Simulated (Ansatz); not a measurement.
The figure comes from a scan of ZnAg (CsCl type): a phonon pattern at X = (0.5, 0.0, 0.0) is frozen into a 4-atom cell, Q being the largest atomic displacement. All values below come from LDA (plane waves to 420 eV, PAW, scalar-relativistic; Ansatz, an electronic-structure program). k mesh 8×15×15 (Γ-centred), Fermi-Dirac smearing 0.05 eV. With partly filled bands, energies and forces of such displacements shift with the k mesh and the smearing. ZnAg was relaxed with its symmetry unable to fall. 

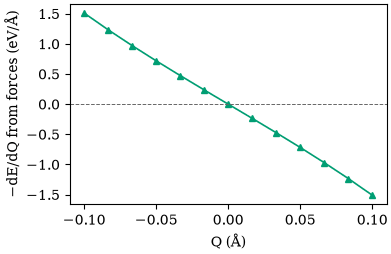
Figure: −dE/dQ from forces (eV/Å) against Q (Å); computed points joined by lines.

Problem. Read the plotted values off the figure, to the accuracy that the plot allows.

Solution. To the nearest 0.05:

```csv
Q (Å),−dE/dQ from forces (eV/Å)
-0.100,1.50
-0.083,1.25
-0.067,0.95
-0.050,0.70
-0.033,0.45
-0.017,0.25
0.000,0.00
0.017,-0.25
0.033,-0.45
0.050,-0.70
0.067,-0.95
0.083,-1.25
0.100,-1.50
```

(A displaced cell: forces are minus the slopes of the energy, force constants its curvatures, and phonons follow from these.)
